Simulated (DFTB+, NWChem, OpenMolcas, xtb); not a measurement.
**How methods differ on C2H7P (dimethylphosphine)**

C2H7P: 10 atoms, total charge 0, spin state singlet. SMILES: `CPC`. Geometry: relaxed at PBE0-D4/def2-TZVP.

Quantity: the dipole moment, in D. The values are calculated.

| level | kind | program | value (D) | CPU time |
| --- | --- | --- | --- | --- |
| DFTB1 | semi-empirical | DFTB+ | 0.53 | under 2 s |
| GFN0-xTB | semi-empirical | xtb | 1.09 | under 2 s |
| HF/6-311+G** | Hartree–Fock | OpenMolcas | 1.35 | 19 s |
| SVWN5/6-311+G** | LDA | OpenMolcas | 1.43 | 50 s |
| revPBE/6-311+G** | GGA | OpenMolcas | 1.39 | 70 s |
| M06-L/6-311+G** | meta-GGA | OpenMolcas | 1.23 | 97 s |
| B3LYP/6-311+G** | global hybrid | OpenMolcas | 1.32 | 69 s |
| wB97X/6-311+G** | range-separated hybrid | NWChem | 1.38 | 2.3 min |

The values span 0.53 to 1.43 D. Magnitudes only. CPU times are rough (shared hosts, several kinds of processor and program).

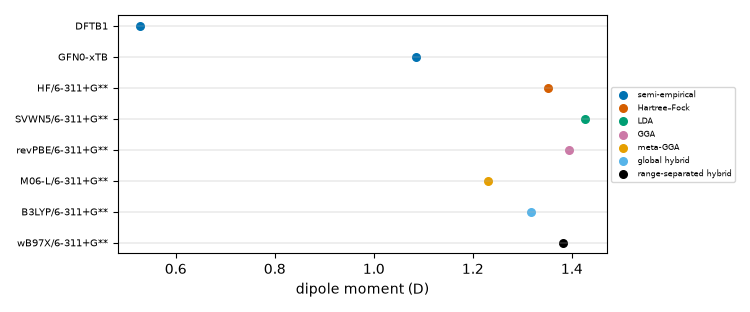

The values of the table, level by level.
